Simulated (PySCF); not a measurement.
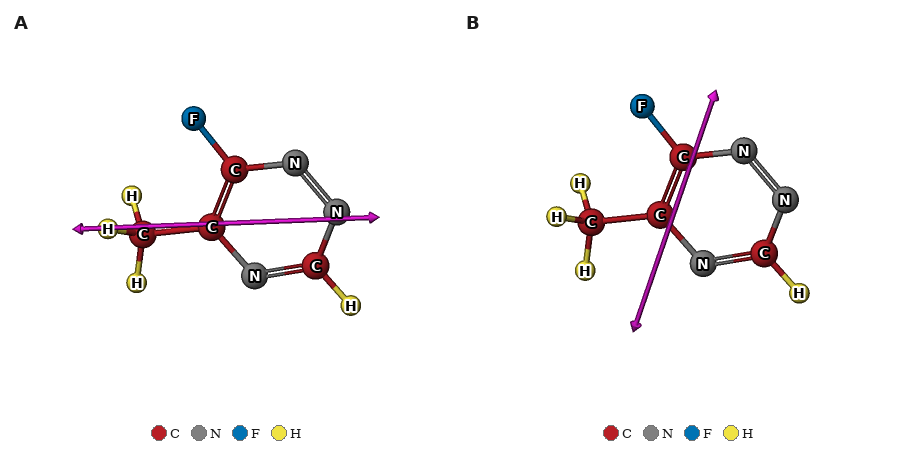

The double arrows show the directions of two transition dipoles from the ground state (lengths mean nothing). The geometry was computed by an optimisation with GFN2-xTB. No frequency run is at hand to confirm it as a minimum. Level of theory: TDDFT ωB97X-D/def2-SVPD, vertical, gas phase, core orbitals frozen in the response (PySCF 2.14.0).

One belongs to singlet state 3 and one to singlet state 7. Which is which?

A: state 3, 5.59 eV (222 nm), oscillator strength 0.12, mainly HOMO−1 → LUMO (weight 0.88).
B: state 7, 6.74 eV (184 nm), oscillator strength 0.069, mainly HOMO−1 → LUMO+1 (weight 0.79).
